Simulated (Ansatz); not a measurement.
# How methods differ on SnClF (SMILES [F][Sn][Cl])

The species is SnClF (3 atoms), meant as a singlet with charge 0. As SMILES, `[F][Sn][Cl]`. The coordinates come from a PBE0-D4/def2-TZVP relaxation.

```xyz
3

F    -1.3896    0.2231   -0.7444
Sn    0.1643    0.8981    0.1907
Cl    1.2143   -1.1860    0.5405
```

Each level gives the energy change with the F1–Sn2 bond stretched from 1.935 to 2.903 Å (eV). The values are calculated.

```
                      level                    kind  program  value (eV)  CPU time (all runs)
  SVWN5/STO-3G (restricted)                     LDA   Ansatz        4.26                4.5 s
 revPBE/STO-3G (restricted)                     GGA   Ansatz        3.82                6.9 s
 r2SCAN/STO-3G (restricted)                meta-GGA   Ansatz        4.21                 19 s
  BHLYP/STO-3G (restricted)           global hybrid   Ansatz        4.87                5.3 s
   PBE0/STO-3G (restricted)           global hybrid   Ansatz        4.49                5.2 s
  wB97X/STO-3G (restricted)  range-separated hybrid   Ansatz        4.86                 18 s
 B2PLYP/STO-3G (restricted)           double hybrid   Ansatz        4.34                7.3 s
RPA@PBE/STO-3G (restricted)                     RPA   Ansatz        3.10                 11 s
    MP2/STO-3G (restricted)     perturbation theory   Ansatz        4.24                3.4 s
BCCD(T)/STO-3G (restricted)   coupled cluster or CI   Ansatz        3.10                3.2 s
```

All-electron rows without a relativistic Hamiltonian named are non-relativistic. The first shape isn't each level's own minimum. The values span 3.10 to 4.87 eV. All rows use very small basis sets, so none should be taken for the real molecule's value. In the correlated wave-function rows the outer d shell of Sn is correlated, in sets not made for it. In so small a basis fixed costs decide the times, and correlated methods can beat functionals. CPU times are rough (shared hosts, several kinds of processor and program).

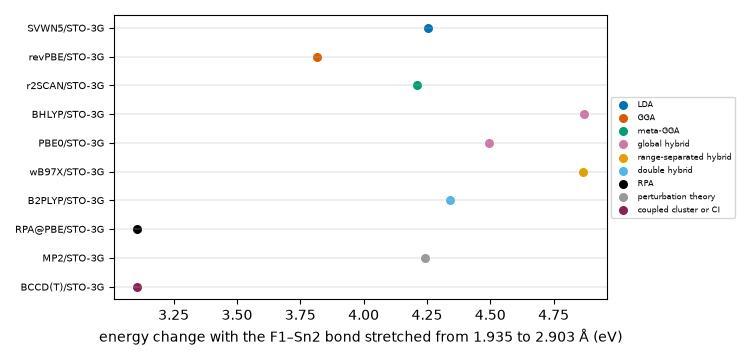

The values of the table, level by level.
